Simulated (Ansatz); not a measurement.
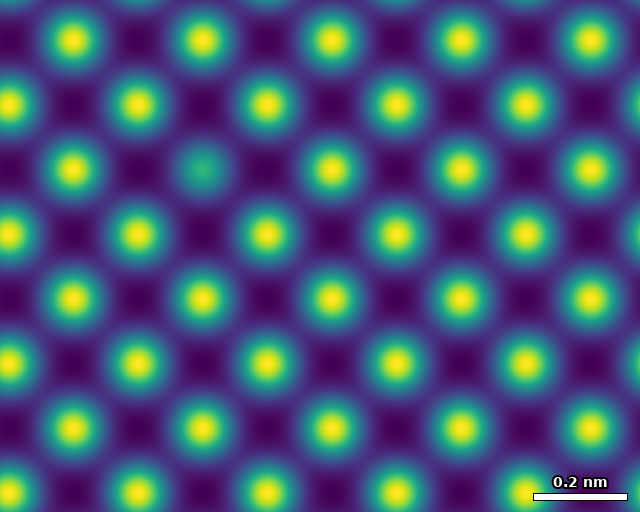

Z-contrast image of Ge (Fd-3m, No. 227) along [001]. The image is simulated as a sum over atoms of Z^1.7, blurred by a 1.07 Å probe (no channelling).

The sample is 3 repeats (17.0 Å) thick. One point defect was put into the perfect crystal, without relaxing the atoms around it. Brightness is counted from the darkest point of the image. Host structure: a calculation's starting geometry.

### Where is the defect (in Å from the left and the top edge), and what does its contrast suggest?

At about 4 Å from the left and 4 Å from the top. The column is dimmer, which points to a vacancy or a lighter atom. The column holds 3 atoms (Ge) through the sample, and one Ge atom is missing, so its peak drops to about 65 % of that of its equals.
